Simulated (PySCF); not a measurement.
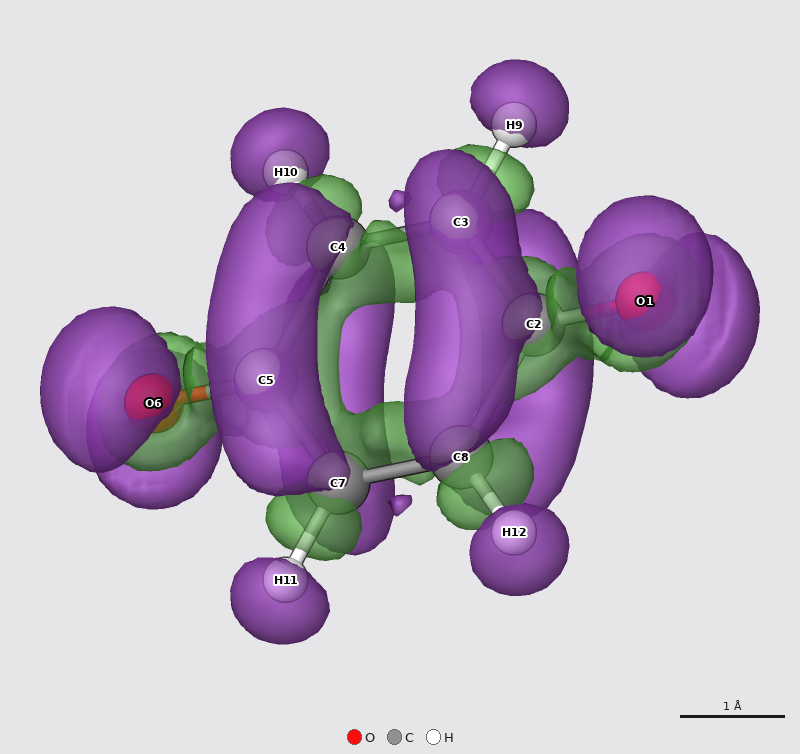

*C6H4O2, SMILES `O=C1C=CC(=O)C=C1`. Fukui function f⁺ = ρ(N+1) − ρ(N) at fixed geometry, surfaces at ±0.015 e/Å³ (purple positive, green negative).*

Method: CAM-B3LYP/6-31+G*; geometry: GFN2-xTB; program: PySCF. No frequency check shows the geometry to be a minimum.

On which atoms does the density change most on addition of an electron?

f⁺ (Hirshfeld-condensed) is largest on O1 and O6 (0.16 each) and C2 and C5 (0.10 each); the vertical electron affinity is 1.88 eV (the stability of the anion's solution wasn't checked). Condensed values hint at sites of nucleophilic attack but needn't mark the atom that reacts. Orbital relaxation makes it negative in places (0.20 e in all).

```csv
atom,f⁺,charge
O1,+0.16,−0.23
C2,+0.10,+0.14
C3,+0.08,−0.03
C4,+0.08,−0.03
C5,+0.10,+0.14
O6,+0.16,−0.23
C7,+0.08,−0.03
C8,+0.08,−0.03
H9,+0.04,+0.07
H10,+0.04,+0.07
H11,+0.04,+0.07
H12,+0.04,+0.07
```
